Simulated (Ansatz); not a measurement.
## Phonon calculation, with input and output: SiNH2F3

The run: phonon calculation of SiNH2F3. Method and program: RKS BLYP-D4/def2-SVP (Ansatz 0.2.0).

It belongs to a series of runs on one base structure; here: vibrations at the highest image of the band. Figures and captions count atoms from 1; the log counts them from 0 in places.

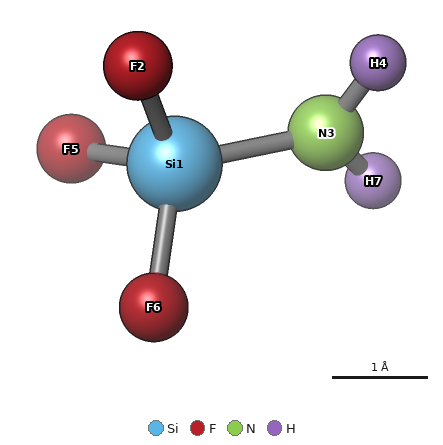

Figure 1. The input geometry (ball-and-stick view, seen at a tilt; atoms are numbered from 1 in the order of the input).

Key numbers

| quantity | value |
| --- | --- |
| outcome | converged |
| total energy | −17545.6062 eV |
| mean-field energy | −17545.3189 eV |
| largest force (length of the vector) | 0.008 eV/Å |
| hardware | 2 threads of Arm Neoverse V1, 24 GiB of memory available, shared host |
| wall time | 30 s (CPU time 57 s) |
| peak memory | 0.086 GiB |

The input
```yaml
crystal:
  periodic: [false, false, false]
  atoms:
    - { symbol: Si, position_ang: [-0.416837, 0.095557, 0.460029] }
    - { symbol: F, position_ang: [0.399899, 0.672935, 1.731901] }
    - { symbol: "N", position_ang: [0.688831, -0.168126, -0.796861] }
    - { symbol: H, position_ang: [1.683625, 0.026237, -0.683423] }
    - { symbol: F, position_ang: [-1.591065, 1.147458, 0.08322] }
    - { symbol: F, position_ang: [-1.208655, -1.241173, 0.922238] }
    - { symbol: H, position_ang: [0.4443, -0.532887, -1.717104] }
basis:
  gaussian: { orbitals: def2-SVP }
hamiltonian:
  xc: blyp
  dispersion: d4
phonons: {}
```

Run as:
```bash
ansatz run input.yaml --threads 2 --pin off --max-ram 3072MiB --backend cpu --events-out ev --progress --plain --runs-dir out
```

Output
```
Engine: ansatz 0.2.0, aarch64-unknown-linux-gnu
Functional definition: BLYP
  parameter beta = 0.0042
  parameter a = 0.04918
  parameter b = 0.132
  parameter c = 0.2533
  parameter d = 0.349
  exchange = b88_x(beta = beta)
  correlation = lyp_c(a = a, b = b, c = c, d = d)
928 factors; their error is unknown
mean field evaluation 1: about -17534.1269 eV, gradient 8.0e1 eV
mean field evaluation 2: about -17509.4376 eV, gradient 1.3e2 eV
mean field evaluation 4: about -17545.3125 eV, gradient 6.4e0 eV
mean field evaluation 8: about -17545.3868 eV, gradient 1.4e-1 eV
mean field evaluation 16: about -17545.3187 eV, gradient 2.1e-4 eV
mean field -17545.31866573 eV, -644.7785683213 hartree, gradient 5.9e-5 eV, S^2 0.000000; 0 other end points of the search recorded, 0 dependent functions left out
the calculation of the forces begins
reference -17545.31893090 eV, -644.7785780663 hartree; 25, 25 occupied and 59, 59 virtual orbitals, 928 factors
these checks for a lower state are left out or cut short: stability, starts, cluster_reference, orbital_swaps, neighbouring_geometries, increment
928 factors; their error is unknown
mean field -17545.31848597 eV, -644.7785617154 hartree, gradient 2.2e-6 eV, S^2 0.000000; 0 other end points of the search recorded, 0 dependent functions left out
[... from here on the field's lines of each further geometry are left out, up to the last ...]
the calculation of the forces begins
reference -17545.31877231 eV, -644.7785722382 hartree; 25, 25 occupied and 59, 59 virtual orbitals, 928 factors
these checks for a lower state are left out or cut short: stability, starts, cluster_reference, orbital_swaps, neighbouring_geometries, increment
928 factors; their error is unknown
mean field -17545.31859861 eV, -644.7785658547 hartree, gradient 2.3e-6 eV, S^2 0.000000; 0 other end points of the search recorded, 0 dependent functions left out
the calculation of the forces begins
reference -17545.31886391 eV, -644.7785756044 hartree; 25, 25 occupied and 59, 59 virtual orbitals, 928 factors
WARN: phonons: modes at or below zero, which the zero-point energy, F, S and C_V leave out: 1, the lowest at -121.77 cm⁻¹. A minimum has none, and a first-order saddle one
Total energy: -17545.60615942 eV, -644.7891335198 hartree
Atom 0 at    -0.416837     0.095557     0.460029 Å, force     0.002499     0.001142     0.000691 eV/Å
Atom 1 at     0.399899     0.672935     1.731901 Å, force     0.001394     0.000707     0.002092 eV/Å
Atom 2 at     0.688831    -0.168126    -0.796861 Å, force    -0.007235     0.000110     0.002901 eV/Å
Atom 3 at     1.683625     0.026237    -0.683423 Å, force     0.003996     0.000974     0.001515 eV/Å
Atom 4 at    -1.591065     1.147458     0.083220 Å, force     0.000056    -0.001492    -0.001392 eV/Å
Atom 5 at    -1.208655    -1.241173     0.922238 Å, force    -0.000356     0.000038    -0.001302 eV/Å
Atom 6 at     0.444300    -0.532887    -1.717104 Å, force    -0.000355    -0.001479    -0.004506 eV/Å
Dipole moment:     0.406216    -0.102120    -0.469717 e Å
Vibrations: -121.77 124.46 242.41 285.35 322.39 348.79 368.93 737.75 751.97 939.12 964.24 983.80 1479.64 3510.07 3607.71 cm⁻¹, zero-point energy 0.909215 eV
```

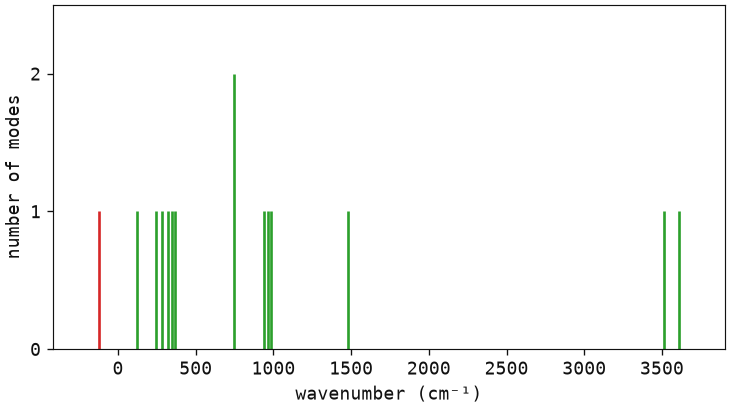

Figure 2. Harmonic vibrational wavenumbers from the force constants; neighbouring modes closer than 17 cm⁻¹ are counted in one stick, and imaginary ones are drawn at negative wavenumbers. 15 modes from 122i to 3608 cm⁻¹, 1 imaginary beyond 8i (122i cm⁻¹): a first-order saddle point, if the geometry is stationary.
